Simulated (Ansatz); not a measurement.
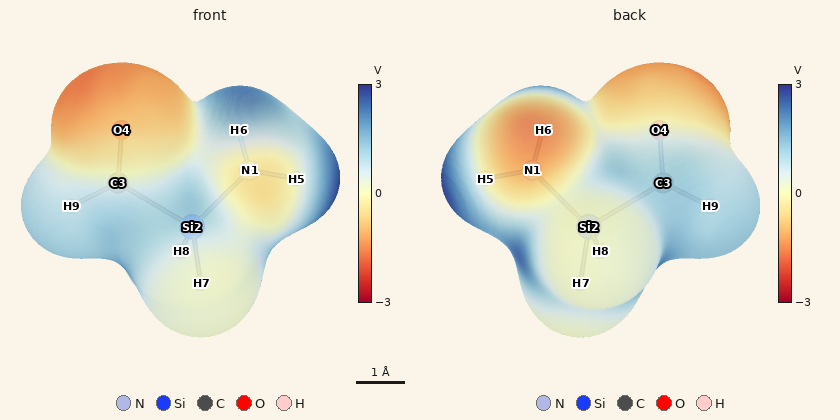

Figure. CH5NOSi (SMILES N[SiH2]C=O). The electrostatic potential painted on the density surface at 0.004 e/bohr³, seen from the front and from behind; the colour scale runs from red (negative) to blue (positive).

Method: RKS PBE0/def2-mTZVP in Ansatz.

Input file:

```
crystal:
  periodic: [false, false, false]
  atoms:
    - { symbol: "N", position_ang: [-0.75674, 0.80004, -0.96143] }
    - { symbol: Si, position_ang: [0.29422, -0.45911, -0.48622] }
    - { symbol: C, position_ang: [0.27968, -0.3279, 1.42288] }
    - { symbol: O, position_ang: [-0.20762, 0.59814, 2.02185] }
    - { symbol: H, position_ang: [-0.84877, 1.11461, -1.91163] }
    - { symbol: H, position_ang: [-0.96398, 1.53438, -0.30273] }
    - { symbol: H, position_ang: [1.69996, -0.35581, -0.90247] }
    - { symbol: H, position_ang: [-0.25627, -1.75606, -0.88105] }
    - { symbol: H, position_ang: [0.75953, -1.14829, 2.0008] }
basis:
  gaussian: { orbitals: def2-mTZVP }
hamiltonian:
  xc: pbe0
relax:
  f_tol: 0.015
  max_steps: 40
output:
  orbitals: {}
```

Launched as:

```sh
ansatz run input.yaml --threads 2 --pin off --max-ram 3072MiB --backend cpu --events-out ev --progress --plain --runs-dir out
```

The fields are those of the run's last geometry, not of the input's.

Q: Where is the surface potential most negative and most positive?

A: The most negative region (about −1.6 V, or −37 kcal/mol for a unit charge) lies over O4, the most positive (about +2.7 V, or +62 kcal/mol for a unit charge) over H5. O4 is the likeliest acceptor of a hydrogen bond.
